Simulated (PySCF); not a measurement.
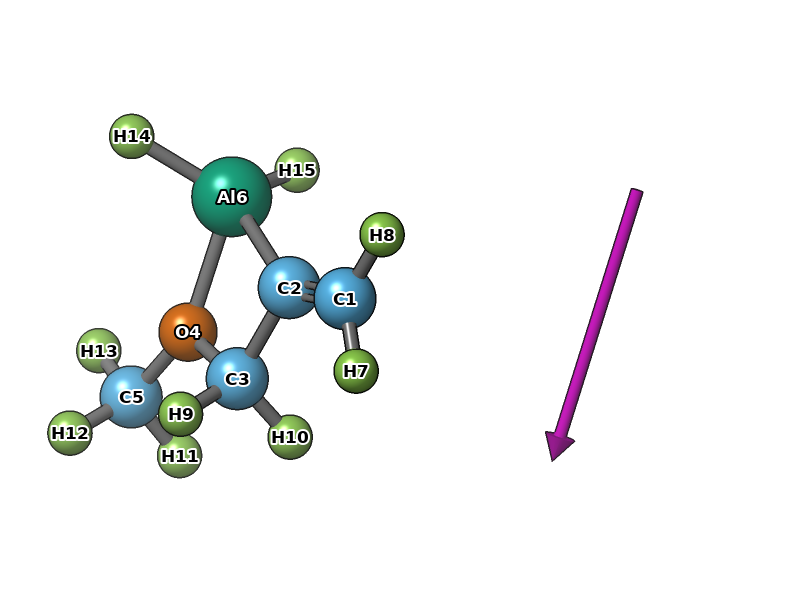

The arrow beside the molecule shows the direction of the dipole moment, from the negative to the positive end (its length means nothing). The geometry was computed by an optimisation with GFN2-xTB. No frequency run is at hand to confirm it as a minimum. Method: PBE0/pcSseg-1, gas phase (PySCF 2.14.0).

How large is the dipole moment?

Answer. 4.40 D; it points from the side of H8 to the side of H11, H12 (the outermost atoms at the two ends).

The geometry is semi-empirical. Around Al such bond lengths and angles can be off by a tenth of an ångström or more and by several degrees, and values that hang on the shape move with them.
